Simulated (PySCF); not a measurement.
Molecule: SMILES C[SiH2][SiH2]C(C)C (C4H14Si2). Atoms near the plane z = 0.0 Å, at the GFN2-xTB optimised geometry (x, y, z in Å): C1 (2.2, -2.3, -0.5), Si2 (1.6, -0.6, 0.0), Si3 (-0.7, -0.6, 0.0), C4 (-1.4, 1.2, 0.0), C6 (-2.9, 1.3, 0.0), H7 (3.3, -2.3, -0.5), H8 (1.9, -3.0, 0.2), H11 (2.2, 0.4, -0.9), H14 (-1.0, 1.7, -0.9), H18 (-3.3, 0.7, -0.9), H19 (-3.3, 2.3, 0.0), H20 (-3.3, 0.8, 0.9).

Computed with CAM-B3LYP/def2-SVP (PySCF 2.14.0). Cells within 0.4 Å of a nucleus heavier than hydrogen are left out (blank, or x). The values are rescaled to run from 0 to 1.

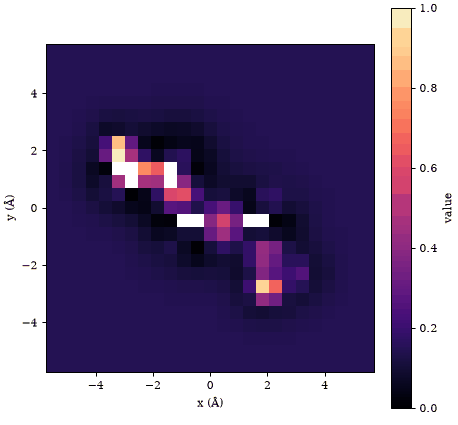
Fig. 1. a field on the plane z = 0.0 Å.

**Question.** Which quantity is mapped?
A) deformation density (molecule minus spherical neutral atoms)
B) an orbital amplitude
C) log10 of the electron density
D) electron localisation function

**Answer.** A, deformation density (molecule minus spherical neutral atoms). In full: deformation density (molecule minus spherical neutral atoms) (e/bohr³).
